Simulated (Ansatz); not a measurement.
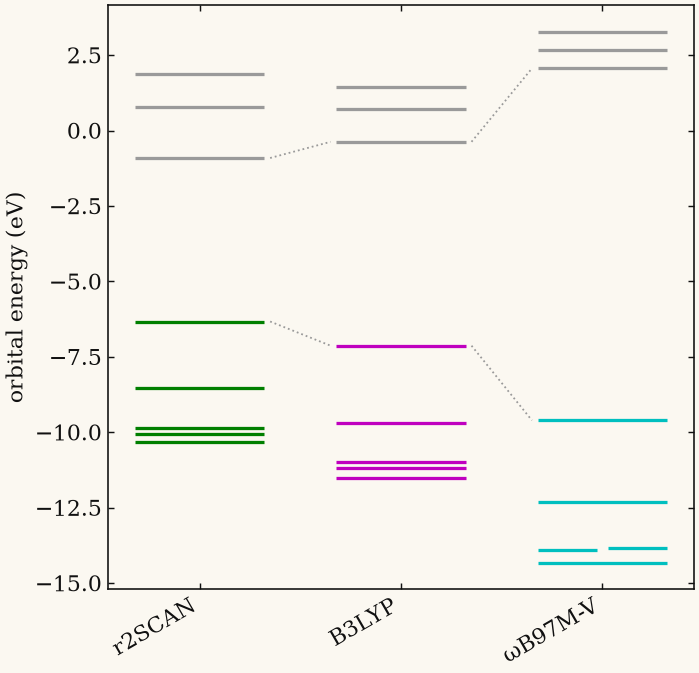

Frontier orbital energies of C₃H₄F₂O (enol tautomer), SMILES C=C(O)C(F)F at one geometry, def2-TZVPP, the Ansatz code, at a PBE0-D4/def2-TZVP geometry (no frequency check). Empty levels are grey, levels within 0.1 eV stand side by side; all columns show the same few orbitals around the gap. Dotted lines join the HOMOs and the LUMOs.

### How do the frontier levels move from column to column?

The separation grows from 5.42 eV (r2SCAN) to 11.67 eV (ωB97M-V).

```csv
level,HOMO (eV),LUMO (eV),separation (eV)
r2SCAN,−6.33,−0.91,5.42
B3LYP,−7.13,−0.37,6.76
ωB97M-V,−9.61,2.06,11.67
```

Limits of at least one run: empty levels above zero depend strongly on the basis; one conformer of a flexible molecule.
